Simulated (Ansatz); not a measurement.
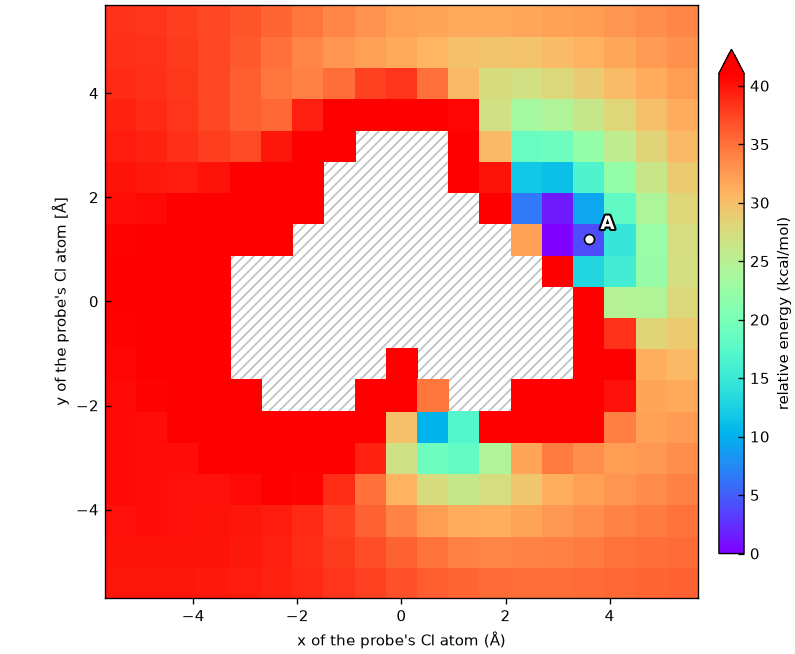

BClGaH₃ (SMILES [BH2][GaH][Cl]) with the probe Cl-. The probe is moved over the molecule's main plane. The first coordinate is: x of the probe's Cl atom; the second: y of the probe's Cl atom. Nothing is relaxed (molecule and probe rigid). The grid has 19 × 19 points. At 66 points there is no value (left out of the scan, as a rule where atoms come close). Energies are in kcal/mol, from the lowest grid point. Energies and slopes of some neighbouring points disagree (a jump in structure or state, or too coarse a mesh). The restricted reference is unstable at some or all points, so the energies there are unreliable. The calculation used RHF-MP2, frozen core/def2-SVPD in Ansatz 0.2.0.

The picture shows one coloured cell a grid point, one colour for all values above the top of the scale, hatched blanks where no value was computed, the point A.

Q: Which way does the force act at A, and how strong is it?

A: A, at x of the probe's Cl atom = 3.6 Å, y of the probe's Cl atom = 1.2 Å, is not a stationary point. The computed force is 0.75 eV/Å in the plane, pointing left in the picture (components −0.75 and −0.09 eV/Å).
